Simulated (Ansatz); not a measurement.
# Run report: WHCl2OF3, molecular dynamics (part 3 of 3)

WHCl2OF3; RKS PBE/def2-SVP (Ansatz 0.2.0). It belongs to a series of runs on one base structure; here: dynamics from the start.

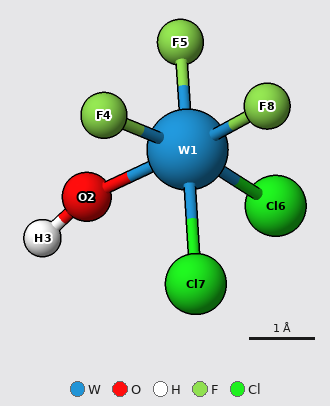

The geometry at step 498 of the log (ball-and-stick view, seen at a tilt; atoms are numbered from 1 in the order of the input).

### Log, continued
```
md step   252: t =    63.00 fs  T =   438.1 K  F+E_penalty+E_count = -37057.52985946 eV  E_kin = 0.339777 eV  conserved = -37057.19008254 eV  (34 SCF iters)
md step   253: t =    63.25 fs  T =   447.7 K  F+E_penalty+E_count = -37057.53733229 eV  E_kin = 0.347246 eV  conserved = -37057.19008638 eV  (33 SCF iters)
md step   254: t =    63.50 fs  T =   457.2 K  F+E_penalty+E_count = -37057.54467095 eV  E_kin = 0.354581 eV  conserved = -37057.19008953 eV  (34 SCF iters)
md step   255: t =    63.75 fs  T =   466.4 K  F+E_penalty+E_count = -37057.55182083 eV  E_kin = 0.361728 eV  conserved = -37057.19009247 eV  (34 SCF iters)
md step   256: t =    64.00 fs  T =   475.3 K  F+E_penalty+E_count = -37057.55873221 eV  E_kin = 0.368637 eV  conserved = -37057.19009486 eV  (34 SCF iters)
md step   257: t =    64.25 fs  T =   483.9 K  F+E_penalty+E_count = -37057.56536320 eV  E_kin = 0.375266 eV  conserved = -37057.19009676 eV  (34 SCF iters)
md step   258: t =    64.50 fs  T =   492.0 K  F+E_penalty+E_count = -37057.57168014 eV  E_kin = 0.381582 eV  conserved = -37057.19009818 eV  (34 SCF iters)
md step   259: t =    64.75 fs  T =   499.7 K  F+E_penalty+E_count = -37057.57765762 eV  E_kin = 0.387559 eV  conserved = -37057.19009890 eV  (34 SCF iters)
md step   260: t =    65.00 fs  T =   507.0 K  F+E_penalty+E_count = -37057.58327876 eV  E_kin = 0.393179 eV  conserved = -37057.19009932 eV  (34 SCF iters)
md step   261: t =    65.25 fs  T =   513.7 K  F+E_penalty+E_count = -37057.58853296 eV  E_kin = 0.398434 eV  conserved =
md step   494: t =   123.50 fs  T =   394.0 K  F+E_penalty+E_count = -37057.49562854 eV  E_kin = 0.305581 eV  conserved = -37057.19004728 eV  (34 SCF iters)
md step   495: t =   123.75 fs  T =   390.1 K  F+E_penalty+E_count = -37057.49256510 eV  E_kin = 0.302519 eV  conserved = -37057.19004592 eV  (34 SCF iters)
md step   496: t =   124.00 fs  T =   386.5 K  F+E_penalty+E_count = -37057.48979901 eV  E_kin = 0.299755 eV  conserved = -37057.19004437 eV  (34 SCF iters)
md step   497: t =   124.25 fs  T =   383.3 K  F+E_penalty+E_count = -37057.48734887 eV  E_kin = 0.297306 eV  conserved = -37057.19004311 eV  (34 SCF iters)
md step   498: t =   124.50 fs  T =   380.6 K  F+E_penalty+E_count = -37057.48523144 eV  E_kin = 0.295189 eV  conserved = -37057.19004208 eV  (34 SCF iters)
md step   499: t =   124.75 fs  T =   378.3 K  F+E_penalty+E_count = -37057.48346066 eV  E_kin = 0.293419 eV  conserved = -37057.19004152 eV  (33 SCF iters)
these checks for a lower state are left out or cut short: starts, cluster_reference, orbital_swaps, neighbouring_geometries, increment
1342 factors; their error is unknown
mean field -37057.48204528 eV, -1361.8373467007 hartree, gradient 1.3e-5 eV, S^2 0.000000; 0 other end points of the search recorded, 0 dependent functions left out
the calculation of the forces begins
reference -37057.48211643 eV, -1361.8373493151 hartree; 42, 42 occupied and 87, 87 virtual orbitals, 1342 factors
1342 factors; their error is unknown
mean field evaluation 4096: about -37057.4820 eV, gradient 3.5e-2 eV
mean field -37057.48204528 eV, -1361.8373467007 hartree, gradient 1.3e-5 eV, S^2 0.000000; 1 other end points of the search recorded, 0 dependent functions left out
the calculation of the forces begins
reference -37057.48211643 eV, -1361.8373493151 hartree; 42, 42 occupied and 87, 87 virtual orbitals, 1342 factors
md step   500: t =   125.00 fs  T =   376.5 K  F+E_penalty+E_count = -37057.48204528 eV  E_kin = 0.292004 eV  conserved = -37057.19004127 eV  (37 SCF iters)
```

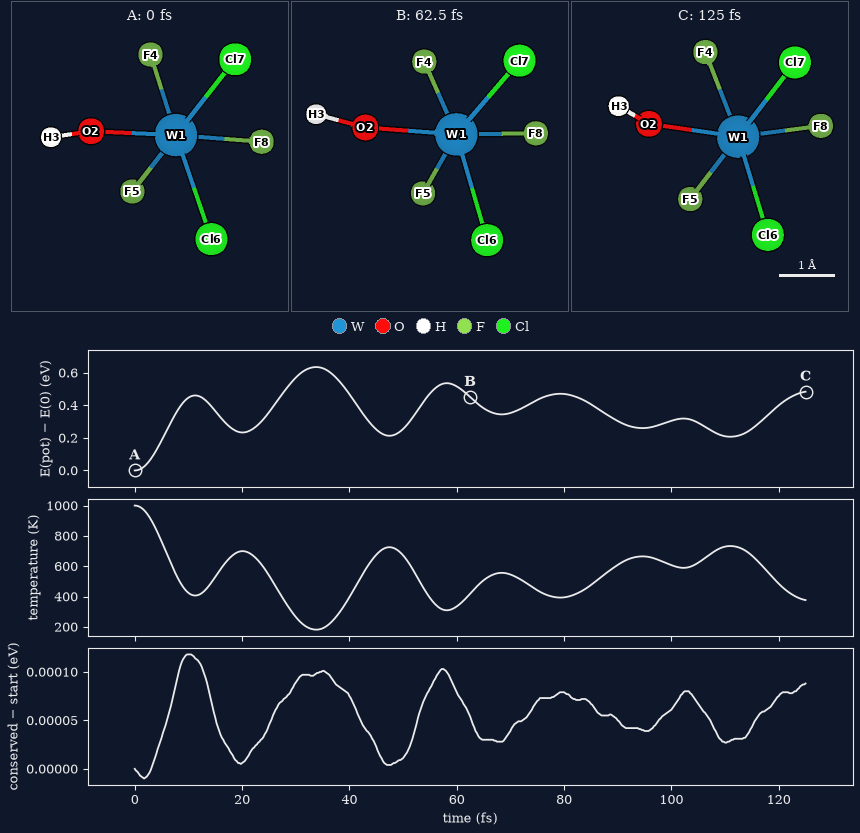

Frames of the molecular dynamics (ball-and-stick, seen at a tilt) above the curves, on which the letters mark them. The trajectory kept here has 501 frames over 125 fs. The temperature starts at 1000 K, ranges from 181 to 1000 K and averages 554 K over the second half. The potential energy ends 0.484 eV above its first value. The conserved quantity stays within 0.00013 eV. After an unweighted best fit of the last frame on the first, the root-mean-square displacement is 0.23 Å, and H3 has moved furthest (0.37 Å).

```
Total energy: -37057.48211643 eV, -1361.8373493151 hartree
Atom 0 at    -0.094462    -0.019680    -0.063480 Å, force     0.713808    -0.362260     3.426114 eV/Å
Atom 1 at    -0.150051    -0.165818     1.896752 Å, force    -0.382462     0.692796    -2.533811 eV/Å
Atom 2 at    -0.168960    -0.608913     2.760299 Å, force     0.122318    -0.143617    -0.118300 eV/Å
Atom 3 at     1.763822    -0.067486     0.231560 Å, force     0.070802     0.299998    -0.344194 eV/Å
Atom 4 at    -0.154889     1.914020     0.005428 Å, force     0.124654    -1.579980    -0.272612 eV/Å
Atom 5 at    -2.389524    -0.107864    -0.130785 Å, force    -0.073056     0.246322    -0.433383 eV/Å
Atom 6 at    -0.083283    -2.396606    -0.092468 Å, force     0.045679     0.680521    -0.271288 eV/Å
Atom 7 at     0.353948    -0.056059    -1.888786 Å, force    -0.621743     0.166220     0.547475 eV/Å
Dipole moment:    -0.190027    -0.124966     0.486353 e Å
```

### Trajectory as extended XYZ (Å, eV, eV/Å), 12 of the 501 frames kept, from step=0 to step=500
```
8
Properties=species:S:1:pos:R:3:forces:R:3 step=0 time_fs=0.0 energy=-37057.96569 temperature=1000.0
W    -0.0862   -0.0593   -0.0055    0.0113   0.0010  -0.0079
O    -0.2583   -0.0938    1.8348   -0.0037  -0.0023   0.0094
H    -0.5423   -0.1327    2.7621    0.0042   0.0005  -0.0073
F     1.7917    0.0026    0.0804   -0.0057   0.0003   0.0027
F    -0.0264    1.8221   -0.0258   -0.0001   0.0006  -0.0002
Cl   -2.3900    0.0012   -0.2672   -0.0072   0.0034  -0.0007
Cl    0.0135   -2.3686   -0.1410    0.0026  -0.0046   0.0023
F     0.0485    0.0070   -1.8707   -0.0015   0.0011   0.0018
8
Properties=species:S:1:pos:R:3:forces:R:3 step=45 time_fs=11.2 energy=-37057.50531 temperature=406.5
W    -0.0757   -0.0582    0.0113   -3.6173  -1.4051  -2.8951
O    -0.2790   -0.0368    1.7583    0.2245   0.1456   4.1049
H    -0.1245    0.2375    2.6791   -0.2176  -0.1444   0.1116
F     1.7137    0.0109    0.0728    3.1792   0.2256   0.3077
F    -0.0862    1.8142   -0.0465    0.2352   0.4334  -0.0672
Cl   -2.4006    0.0407   -0.2661    0.0650  -0.1551  -0.0417
Cl    0.0301   -2.4128   -0.2096   -0.1026   0.5137   0.3979
F     0.0690   -0.0628   -1.8099    0.2336   0.3863  -1.9181
8
Properties=species:S:1:pos:R:3:forces:R:3 step=91 time_fs=22.8 energy=-37057.69196 temperature=647.1
W    -0.0853   -0.0653    0.0139   -1.0894  -0.7813   0.4465
O    -0.2811    0.0272    1.9155    0.7172  -0.0848  -1.1169
H     0.1006    0.4764    2.7002   -0.1739  -0.1986  -0.1969
F     1.7968    0.0322    0.0828   -0.2662   0.1197   0.2457
F    -0.1320    1.8263   -0.0721    0.4076  -0.3756  -0.1045
Cl   -2.4076    0.0753   -0.2658    0.5087  -0.3506   0.0745
Cl    0.0434   -2.4392   -0.2659   -0.2124   1.0637   0.6796
F     0.1031   -0.1092   -1.8486    0.1084   0.6075  -0.0281
8
Properties=species:S:1:pos:R:3:forces:R:3 step=136 time_fs=34.0 energy=-37057.33088 temperature=181.6
W    -0.1027   -0.0775    0.0170    1.4155   0.0284   0.6527
O    -0.2390    0.0765    2.0048    0.3245  -0.5620  -2.9855
H     0.2014    0.5857    2.7108    0.0683  -0.0033  -0.0500
F     1.8755    0.0605    0.1084   -2.3140  -0.0823   0.0970
F    -0.1511    1.8178   -0.1036    0.4497  -0.6070  -0.0829
Cl   -2.3985    0.0973   -0.2631    0.4394  -0.4666   0.1358
Cl    0.0492   -2.4298   -0.2979   -0.2636   1.0592   0.7669
F     0.1430   -0.1164   -1.8936   -0.1198   0.6336   1.4659
8
Properties=species:S:1:pos:R:3:forces:R:3 step=182 time_fs=45.5 energy=-37057.72751 temperature=692.9
W    -0.1121   -0.0904    0.0238    1.3793  -0.0551  -0.9755
O    -0.1657    0.0910    1.8924    0.0115  -0.4003  -0.5240
H     0.3021    0.6030    2.5740    0.0683   0.0129   0.1722
F     1.8187    0.0846    0.1415   -1.2420  -0.1486   0.0502
F    -0.1416    1.7763   -0.1413    0.3317   0.3791  -0.0579
Cl   -2.3755    0.1036   -0.2559   -0.2517  -0.4602   0.0918
Cl    0.0460   -2.3851   -0.3038   -0.2331   0.2134   0.6736
F     0.1775   -0.0828   -1.8555   -0.0639   0.4588   0.5697
8
Properties=species:S:1:pos:R:3:forces:R:3 step=227 time_fs=56.8 energy=-37057.44293 temperature=326.1
W    -0.1138   -0.1033    0.0227   -1.3123   0.2201  -3.3761
O    -0.0874    0.0843    1.7755   -0.2492   0.1990   4.2776
H     0.3887    0.5307    2.5010   -0.0772  -0.1096   0.0779
F     1.6982    0.0999    0.1773    2.3948  -0.0091  -0.0010
F    -0.1119    1.7582   -0.1811    0.0170   0.9670   0.1227
Cl   -2.3617    0.0940   -0.2456   -0.8904  -0.3324   0.0626
Cl    0.0349   -2.3353   -0.2867   -0.1345  -1.0751   0.4102
F     0.2088   -0.0206   -1.7893    0.2517   0.1400  -1.5738
8
Properties=species:S:1:pos:R:3:forces:R:3 step=273 time_fs=68.2 energy=-37057.62147 temperature=556.2
W    -0.1215   -0.1129    0.0044    0.2466   3.0375   1.1504
O    -0.0375    0.0754    1.8942   -0.9381  -0.5202  -0.6310
H     0.5044    0.4285    2.6257    0.0447  -0.0084  -0.2663
F     1.7053    0.1126    0.2127    1.5621  -0.2309  -0.2089
F    -0.0803    1.7918   -0.2127   -0.2739  -0.2295   0.4419
Cl   -2.3759    0.0723   -0.2326   -0.5551  -0.2356   0.1063
Cl    0.0188   -2.3196   -0.2547   -0.0578  -1.3935   0.1187
F     0.2535    0.0503   -1.8064   -0.0285  -0.4195  -0.7112
8
Properties=species:S:1:pos:R:3:forces:R:3 step=318 time_fs=79.5 energy=-37057.49490 temperature=393.1
W    -0.1275   -0.1039   -0.0093    2.4552   3.0906   1.3381
O    -0.0559    0.0320    1.9893   -0.6877  -0.4206  -2.7089
H     0.6957    0.3393    2.5324    0.1010   0.0272  -0.1629
F     1.8056    0.1102    0.2347   -1.3601  -0.4733  -0.2639
F    -0.0658    1.8141   -0.2160   -0.3282  -0.8656   0.5792
Cl   -2.4081    0.0427   -0.2162    0.2339  -0.1941   0.1651
Cl    0.0007   -2.3490   -0.2186   -0.0489  -0.4344   0.0282
F     0.2954    0.0942   -1.8661   -0.3652  -0.7298   1.0251
8
Properties=species:S:1:pos:R:3:forces:R:3 step=364 time_fs=91.0 energy=-37057.67862 temperature=629.9
W    -0.1189   -0.0753   -0.0151    1.0757   0.0599  -0.5758
O    -0.1109   -0.0376    1.9017    0.3687   0.1567  -1.1537
H     0.8019    0.1981    2.1819   -0.0962  -0.0450   0.4812
F     1.8329    0.0788    0.2414   -1.6028  -0.3017  -0.0575
F    -0.0719    1.7901   -0.1827   -0.2267   0.2972   0.4147
Cl   -2.4335    0.0056   -0.1938    0.7352  -0.1106   0.1280
Cl   -0.0195   -2.3944   -0.1807   -0.0414   0.5314  -0.0423
F     0.3169    0.0932   -1.8704   -0.2124  -0.5879   0.8055
8
Properties=species:S:1:pos:R:3:forces:R:3 step=409 time_fs=102.2 energy=-37057.64679 temperature=588.9
W    -0.1037   -0.0464   -0.0253   -1.1689  -2.0678  -2.9418
O    -0.1370   -0.0960    1.7573    0.7845   0.1923   3.6746
H     0.6956   -0.0204    2.2854   -0.5240  -0.0957   0.1689
F     1.7670    0.0288    0.2433    0.2778  -0.0344   0.0056
F    -0.0928    1.7865   -0.1237   -0.1430   1.4455   0.1247
Cl   -2.4347   -0.0343   -0.1678    0.5767   0.0299  -0.0716
Cl   -0.0406   -2.4227   -0.1451   -0.0030   0.7807  -0.1501
F     0.3258    0.0551   -1.8304    0.2000  -0.2505  -0.8103
8
Properties=species:S:1:pos:R:3:forces:R:3 step=455 time_fs=113.8 energy=-37057.73582 temperature=703.6
W    -0.0950   -0.0290   -0.0500   -1.3843  -1.1121   2.0912
O    -0.1286   -0.1416    1.8157   -0.5287   0.2339   0.0763
H     0.2551   -0.3202    2.6973    0.0394   0.0291  -0.3735
F     1.7182   -0.0249    0.2437    1.7545   0.1576  -0.2041
F    -0.1234    1.8589   -0.0549   -0.0263  -0.3218  -0.1149
Cl   -2.4161   -0.0741   -0.1440    0.2294   0.1523  -0.2977
Cl   -0.0623   -2.4242   -0.1142    0.0073   0.8526  -0.2548
F     0.3435   -0.0011   -1.8342   -0.0912   0.0084  -0.9225
8
Properties=species:S:1:pos:R:3:forces:R:3 step=500 time_fs=125.0 energy=-37057.48204 temperature=376.5
W    -0.0945   -0.0197   -0.0635    0.7138  -0.3623   3.4261
O    -0.1501   -0.1658    1.8968   -0.3825   0.6928  -2.5338
H    -0.1690   -0.6089    2.7603    0.1223  -0.1436  -0.1183
F     1.7638   -0.0675    0.2316    0.0708   0.3000  -0.3442
F    -0.1549    1.9140    0.0054    0.1247  -1.5800  -0.2726
Cl   -2.3895   -0.1079   -0.1308   -0.0731   0.2463  -0.4334
Cl   -0.0833   -2.3966   -0.0925    0.0457   0.6805  -0.2713
F     0.3539   -0.0561   -1.8888   -0.6217   0.1662   0.5475
```

The run was set up as follows.

### The input
```yaml
crystal:
  periodic: [false, false, false]
  atoms:
    - { symbol: W, position_ang: [-0.086159, -0.059251, -0.005453] }
    - { symbol: O, position_ang: [-0.258337, -0.093835, 1.83476] }
    - { symbol: H, position_ang: [-0.542323, -0.132651, 2.762076] }
    - { symbol: F, position_ang: [1.791664, 0.002614, 0.080425] }
    - { symbol: F, position_ang: [-0.026383, 1.822117, -0.025768] }
    - { symbol: Cl, position_ang: [-2.389962, 0.001159, -0.267225] }
    - { symbol: Cl, position_ang: [0.013476, -2.368563, -0.140978] }
    - { symbol: F, position_ang: [0.048524, 0.007011, -1.870738] }
basis:
  gaussian: { orbitals: def2-SVP }
hamiltonian:
  xc: pbe
md:
  timestep: 0.25
  n_steps: 500
  ensemble: nve
  temperature: 1000.0
  initial_velocities: maxwell_boltzmann
  seed: 301047
```

Run as:
```bash
ansatz run input.yaml --threads 4 --pin off --max-ram 5120MiB --backend cpu --events-out ev --progress --plain --runs-dir out
```

### Summary

```tsv
quantity	value
outcome	finished
mean temperature over the second half	554 K
trajectory	500 steps, 125 fs
ensemble	nve
temperature in the input	1000.0 K
time step	0.25 fs
potential energy (last step)	−37057.4821 eV
mean-field energy (last step)	−37057.4821 eV
largest force (length of the vector) (last step)	3.518 eV/Å
hardware	4 threads of Arm Neoverse V2, 24 GiB of memory available, shared host
wall time	15 min (CPU time 57 min)
peak memory	0.21 GiB
```

### Notes

So short a trajectory is not equilibrated.
